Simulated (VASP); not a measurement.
Band structure of NbC (rock salt). Calculation: LDA (Ceperley-Alder, Perdew-Zunger), VASP's LDA PAW potentials (set 64) (plane waves; VASP).

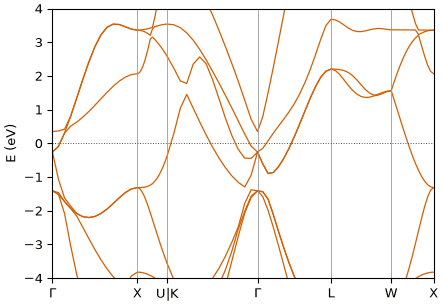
Figure. Bands along high-symmetry lines, zero at the valence-band maximum or, without a gap, the Fermi level

Task: Read the plot: is there a gap, and where are the band edges?

Result: It has no gap at this level: it comes out as a metal or semimetal. (Edges off the drawn lines would not show.)

The compound is NbC in the rock salt structure. It was relaxed first. The electron count is odd and the run is not spin-polarised, which forces a metal.
